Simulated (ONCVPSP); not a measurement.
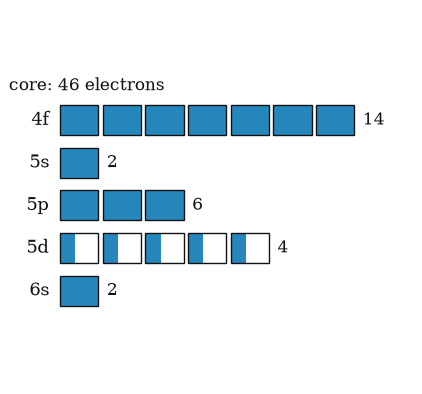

**Figure 1.** The valence shells of the reference configuration: a box for each of the 2l + 1 orbitals, shaded by the share of the shell that is filled, with the electron count at the right. The shells are those of the unaltered input.

Pseudopotential generation: W (part 1 of 2)

- system: tungsten (W, Z = 74), core [Kr] 4d10, reference valence 4f14 5s2 5p6 5d4 6s2, valence charge 28. (This line and the method describe the unaltered input from which the odd one was made.)
- method: ONCV potential, PBE, fully relativistic, made with ONCVPSP 4.0.1

### Log (extracts)
```
ONCVPSP  (Optimized Norm-Conservinng Vanderbilt PSeudopotential)
relativistic version 4.0.1

#   n    l    f        energy (Ha)
    1    0    2.00    -2.5504006D+03
    2    0    2.00    -4.3988248D+02
    2    1    6.00    -3.7088232D+02    -4.2060006D+02
    3    0    2.00    -1.0130038D+02
    3    1    6.00    -8.1972750D+01    -9.2723734D+01
    3    2   10.00    -6.5216124D+01    -6.7553724D+01
    4    0    2.00    -2.0897334D+01
    4    1    6.00    -1.4850661D+01    -1.7341911D+01
    4    2   10.00    -8.5582451D+00    -9.0171897D+00
    4    3   14.00    -1.1805206D+00    -1.2627406D+00
    5    0    2.00    -2.8991485D+00
    5    1    6.00    -1.4867542D+00    -1.8475988D+00
    5    2    4.00    -1.5439274D-01    -1.8115084D-01
    6    0    2.00    -2.1012278D-01

Reference configufation results
  iterations    29
  all-electron total energy (Ha)   -1.61658737D+04

Begin loop to  construct optimized pseudo wave functions
and semi-local pseudopoentials for all angular momenta

Calculating optimized projector #   1

 for l=   0

    Fraction of norm inside rc  0.971463
    Optimizing pswf for qcut=   8.10 a_B^-1,  ecut=  32.83 Ha
    Residual kinetic energy error=  4.13D-08 Ha

    Energy error per electron        Cutoff
         Ha          eV             Ha
         0.01000     0.27211       14.80
         0.00100     0.02721       19.65
         0.00010     0.00272       23.54
         0.00001     0.00027       26.61

Calculating optimized projector #   2

 for l=   0

    Fraction of norm inside rc  0.085156
    Optimizing pswf for qcut=   8.10 a_B^-1,  ecut=  32.83 Ha
    Residual kinetic energy error=  6.74D-08 Ha

    Energy error per electron        Cutoff
         Ha          eV             Ha
         0.01000     0.27211       11.88
         0.00100     0.02721       18.36
         0.00010     0.00272       23.05
         0.00001     0.00027       26.75

   Wellstate for l =  1  n =  6 kap= -2
     eigenvalue =   0.5132
     asymptotic potential =   1.0132
     half-point radius =  2.9756

Calculating optimized projector #   1

 for l=   1

    Fraction of norm inside rc  0.562476
    Optimizing pswf for qcut=   6.80 a_B^-1,  ecut=  23.10 Ha
    Residual kinetic energy error=  4.04D-03 Ha

    Energy error per electron        Cutoff
         Ha          eV             Ha
         0.01000     0.27211       19.72
         0.00100     0.02721       49.21
         0.00010     0.00272       84.48
         0.00001     0.00027      101.16

Calculating optimized projector #   2

 for l=   1

    Fraction of norm inside rc  0.094548
    Optimizing pswf for qcut=   6.80 a_B^-1,  ecut=  23.10 Ha
    Residual kinetic energy error=  1.66D-03 Ha

    Energy error per electron        Cutoff
         Ha          eV             Ha
         0.01000     0.27211       16.14
         0.00100     0.02721       25.02
         0.00010     0.00272       64.15
         0.00001     0.00027      115.42

   Wellstate for l =  1  n =  6 kap=  1
     eigenvalue =   0.1524

Calculating optimized projector #   1

 for l=   1

    Fraction of norm inside rc  0.661197
    Optimizing pswf for qcut=   6.80 a_B^-1,  ecut=  23.10 Ha
    Residual kinetic energy error=  4.85D-03 Ha

    Energy error per electron        Cutoff
         Ha          eV             Ha
         0.01000     0.27211       19.78
         0.00100     0.02721       66.67
         0.00010     0.00272       87.08
         0.00001     0.00027      118.61

Calculating optimized projector #   2

 for l=   1

    Fraction of norm inside rc  0.089570
    Optimizing pswf for qcut=   6.80 a_B^-1,  ecut=  23.10 Ha
    Residual kinetic energy error=  2.07D-03 Ha

    Energy error per electron        Cutoff
         Ha          eV             Ha
         0.01000     0.27211       13.52
         0.00100     0.02721       26.15
         0.00010     0.00272       55.08
         0.00001     0.00027       89.47

   Wellstate for l =  2  n = 13 kap= -3
     eigenvalue =   3.7456
     asymptotic potential =   4.2456
     half-point radius =  9.2916

Calculating optimized projector #   1

 for l=   2

    Fraction of norm inside rc  0.993945
    Optimizing pswf for qcut=   7.00 a_B^-1,  ecut=  24.50 Ha
    Residual kinetic energy error=  3.97D-11 Ha

    Energy error per electron        Cutoff
         Ha          eV             Ha
         0.01000     0.27211        3.18
         0.00100     0.02721        3.91
         0.00010     0.00272        4.65
         0.00001     0.00027        5.22

Calculating optimized projector #   2

 for l=   2

    Fraction of norm inside rc  0.235795
    Optimizing pswf for qcut=   7.00 a_B^-1,  ecut=  24.50 Ha
    Residual kinetic energy error=  9.20D-07 Ha

    Energy error per electron        Cutoff
         Ha          eV             Ha
         0.01000     0.27211        6.77
         0.00100     0.02721        8.03
         0.00010     0.00272       10.53
         0.00001     0.00027       14.91

   Wellstate for l =  2  n = 13 kap=  2
     eigenvalue =   3.7188

Calculating optimized projector #   1

 for l=   2

    Fraction of norm inside rc  0.996102
    Optimizing pswf for qcut=   7.00 a_B^-1,  ecut=  24.50 Ha
    Residual kinetic energy error=  1.84D-11 Ha

    Energy error per electron        Cutoff
         Ha          eV             Ha
         0.01000     0.27211        3.21
         0.00100     0.02721        3.93
         0.00010     0.00272        4.67
         0.00001     0.00027        5.24

Calculating optimized projector #   2

 for l=   2

    Fraction of norm inside rc  0.237056
    Optimizing pswf for qcut=   7.00 a_B^-1,  ecut=  24.50 Ha
    Residual kinetic energy error=  9.42D-07 Ha

    Energy error per electron        Cutoff
         Ha          eV             Ha
         0.01000     0.27211        6.77
         0.00100     0.02721        8.04
         0.00010     0.00272       10.58
         0.00001     0.00027       14.99

WARNING wellstate: negative energy specified for n= 5 l=  3
WARNING scattering state with energy  0.25000000
WARNING will be used for the first projector

   Wellstate for l =  3  n =  5 kap= -4
     eigenvalue =   0.2500
     asymptotic potential =   0.7500
     half-point radius = 11.4558

Calculating optimized projector #   1

 for l=   3

    Fraction of norm inside rc  0.696753
    Optimizing pswf for qcut=  21.77 a_B^-1,  ecut= 237.06 Ha
    Residual kinetic energy error=  3.72D-04 Ha

    Energy error per electron        Cutoff
         Ha          eV             Ha
         0.01000     0.27211      201.55
         0.00100     0.02721      224.82
         0.00010     0.00272      498.36
         0.00001     0.00027      754.49

Calculating optimized projector #   2

 for l=   3

    Fraction of norm inside rc  0.000453
    Optimizing pswf for qcut=  21.77 a_B^-1,  ecut= 237.06 Ha
    Residual kinetic energy error=  3.62D-07 Ha

    Energy error per electron        Cutoff
         Ha          eV             Ha
         0.01000     0.27211       54.69
         0.00100     0.02721      123.80
         0.00010     0.00272      169.51
         0.00001     0.00027      202.81

   Wellstate for l =  3  n =  5 kap=  3
     eigenvalue =  -0.1627

Calculating optimized projector #   1

 for l=   3

    Fraction of norm inside rc  0.707723
    Optimizing pswf for qcut=  21.77 a_B^-1,  ecut= 237.06 Ha
    Residual kinetic energy error=  3.94D-04 Ha

    Energy error per electron        Cutoff
         Ha          eV             Ha
         0.01000     0.27211      202.11
         0.00100     0.02721      225.44
         0.00010     0.00272      507.53
         0.00001     0.00027      758.57

Calculating optimized projector #   2

 for l=   3

    Fraction of norm inside rc  0.000416
    Optimizing pswf for qcut=  21.77 a_B^-1,  ecut= 237.06 Ha
    Residual kinetic energy error=  3.59D-07 Ha

    Energy error per electron        Cutoff
         Ha          eV             Ha
         0.01000     0.27211       52.57
         0.00100     0.02721      123.01
         0.00010     0.00272      169.09
         0.00001     0.00027      202.64

Construct Vanderbilt / Kleinmman-Bylander projectors

B matrix Hermiticity error, ll=  0  kap= -1
   1   2    3.5556D-04

  Orthonormal projector coefficients  3.1979E+01  2.1500E+00

B matrix Hermiticity error, ll=  1  kap= -2
   1   2    3.2525D-04

  Orthonormal projector coefficients  2.5556E+01  2.4122E+00

B matrix Hermiticity error, ll=  1  kap=  1
   1   2    4.1029D-04

  Orthonormal projector coefficients  2.7974E+01  2.9252E+00

B matrix Hermiticity error, ll=  2  kap= -3
   1   2   -1.8500D-04

  Orthonormal projector coefficients  9.7563E+00 -2.6552E+00

B matrix Hermiticity error, ll=  2  kap=  2
   1   2   -1.9571D-04

  Orthonormal projector coefficients  9.3307E+00 -2.8869E+00

B matrix Hermiticity error, ll=  3  kap= -4
   1   2    4.4369D-05

  Orthonormal projector coefficients -3.6247E+01 -1.2278E+01

B matrix Hermiticity error, ll=  3  kap=  3
   1   2    4.5814D-05

  Orthonormal projector coefficients -3.6433E+01 -1.2323E+01

 Orthonormal scalar projector coefficients, l =  1
  2.6260E+01  2.5864E+00  8.8403E-02  1.0556E-02

 Orthonormal spin-orbit projector coefficients, l =  1
 -3.4206E+00  1.2432E+00  3.8016E-01 -1.5682E-01

 Orthonormal scalar projector coefficients, l =  2
  9.5647E+00 -2.7298E+00  4.0003E-03 -6.4012E-04

 Orthonormal spin-orbit projector coefficients, l =  2
  5.4480E-01 -2.8239E-01  1.4157E-02 -1.3643E-02

 Orthonormal scalar projector coefficients, l =  3
 -3.6325E+01 -1.2297E+01 -1.8074E-03 -1.2275E-06

 Orthonormal spin-orbit projector coefficients, l =  3
  1.4595E-01 -1.3348E-01  5.3571E-02 -1.0550E-04

Model core correction analysis
  based on d2Exc/dn_idn_j

d2excae - all-electron derivatives

   -2.193072D-02   -9.316112D-03   -6.562836D-03   -2.157132D-03
   -7.213297D-04
   -9.316057D-03   -2.194607D-02   -1.891263D-02   -7.918335D-03
   -1.289376D-03
   -6.562805D-03   -1.891265D-02   -1.863115D-02   -1.051402D-02
   -2.063406D-03
   -2.157125D-03   -7.918346D-03   -1.051401D-02   -1.348699D-02
   -1.044822D-02
   -7.213246D-04   -1.289344D-03   -2.063279D-03   -1.044728D-02
   -1.980427D-02

d2excps - pseudofunction derivatives with no core correction

   -4.835243D-02   -1.881768D-02   -1.043419D-02   -6.097630D-04
   -1.459081D-03
   -1.881765D-02   -2.844300D-02   -2.629530D-02   -3.440335D-03
   -1.532166D-03
   -1.043407D-02   -2.629513D-02   -2.826969D-02   -6.843270D-03
   -2.357658D-03
   -6.097425D-04   -3.440258D-03   -6.843165D-03   -2.200245D-02
   -1.702684D-02
   -1.459096D-03   -1.532163D-03   -2.357584D-03   -1.702631D-02
   -1.971674D-02

rms 2nd derivative error    7.443288E-03

rmatch, rhocmatch    0.6694   43.9120

Teter function model core charge with specified parameters

d2excps - pseudofunction derivatives with core correction

   -3.969553D-02   -1.656327D-02   -9.779436D-03   -6.086643D-04
   -1.245931D-03
   -1.656317D-02   -2.747284D-02   -2.587157D-02   -3.443760D-03
   -1.437223D-03
   -9.779286D-03   -2.587140D-02   -2.810797D-02   -6.848857D-03
   -2.313823D-03
   -6.086439D-04   -3.443682D-03   -6.848749D-03   -2.200280D-02
   -1.702659D-02
   -1.245936D-03   -1.437207D-03   -2.313749D-03   -1.702606D-02
   -1.970789D-02

rms 2nd derivative error    5.966706E-03

Pseudoatom total energy -358.800573

Diagnostic tests using Vanderbilt-Kleinman-Bylander pseudopotentials
  relativistic with J = L +/- 1/2 projectors

   l  kap   rcore       rmatch      e in        delta e    norm test   slope test

   0  -1   1.8505973   1.9067855  -2.8991485   0.0000030   1.0002170   1.0002010
   0  -1   1.8505973   1.9067855  -0.2101228   0.0000027   1.0000337   1.0000265

   1  -2   1.3002626   1.3397414  -1.4867542  -0.0000276   1.0001643   1.0002239
   1   1   1.3002626   1.3397414  -1.8475988   0.0000043   1.0002055   1.0002184
   1  -2   1.3002626   1.3397414   0.5132458   0.0000105   1.0004110   1.0004110
   1   1   1.3002626   1.3397414   0.4302362   0.0000166   1.0004431   1.0004431

   2  -3   5.9063638   6.0856938  -0.1543927   0.0000000   1.0022103   1.0022105
   2   2   5.9063638   6.0856938  -0.1811508  -0.0000000   0.9985523   0.9985514
   2  -3   5.9063638   6.0856938   3.7456073   0.0000017   1.0000662   1.0000662
   2   2   5.9063638   6.0856938   3.7378633   0.0000012   1.0000921   1.0000921

   3  -4   0.7021648   0.7234840  -1.1805206  -0.0001519   1.0005606   1.0006691
   3   3   0.7021648   0.7234840  -1.2627406   0.0005006   1.0006606   1.0002367
   3  -4   0.7021648   0.7234840   0.2500000  -0.0001018   1.0009527   1.0009527
   3   3   0.7021648   0.7234840   0.2499370  -0.0000495   1.0009856   1.0009856

Diagnostic tests using Vanderbilt-Kleinman-Bylander pseudopotentials
  relativistic with scalar and spin-orbit non-local projectors

   l  kap   rcore       rmatch      e in        delta e    norm test   slope test

   0  -1   1.8505973   1.9067855  -2.8991485   0.0000030   1.0002170   1.0002010
   0  -1   1.8505973   1.9067855  -0.2101228   0.0000027   1.0000337   1.0000265

   1  -2   1.3002626   1.3397414  -1.4867542  -0.0000448   1.0001658   1.0002027
   1   1   1.3002626   1.3397414  -1.8475988  -0.0000236   1.0002088   1.0002003
   1  -2   1.3002626   1.3397414   0.5132458  -0.0000404   1.0004197   1.0004197
   1   1   1.3002626   1.3397414   0.4302362  -0.0000581   1.0004550   1.0004550

   2  -3   5.9063638   6.0856938  -0.1543927  -0.0030612   1.0039131   0.9946233
run_diag_sr_so_r: lschvkbb ERROR   1   2   2 100 -1.81150842E-01 -2.49265926E-01
   2   2   5.9063638   6.0856938  -0.1811508  -0.0681151    Infinity    Infinity
   2  -3   5.9063638   6.0856938   3.7456073  -0.0000068   1.0000309   1.0000309
   2   2   5.9063638   6.0856938   3.7378633  -0.0000199   1.0000299   1.0000299

   3  -4   0.7021648   0.7234840  -1.1805206  -0.0000937   1.0005600   1.0006915
   3   3   0.7021648   0.7234840  -1.2627406   0.0005547   1.0006598   1.0002561
   3  -4   0.7021648   0.7234840   0.2500000  -0.0000230   1.0009541   1.0009541
   3   3   0.7021648   0.7234840   0.2499370   0.0000225   1.0009868   1.0009868

Ghost test for J = L + 1/2

 Testing for bound ghosts
   n   l    E NL Schr. Eq   E Basis Diag.   E Cutoff
```

(Continued in part 2.) Outcome of the run: generated, with a ghost state; the input is odd on purpose.
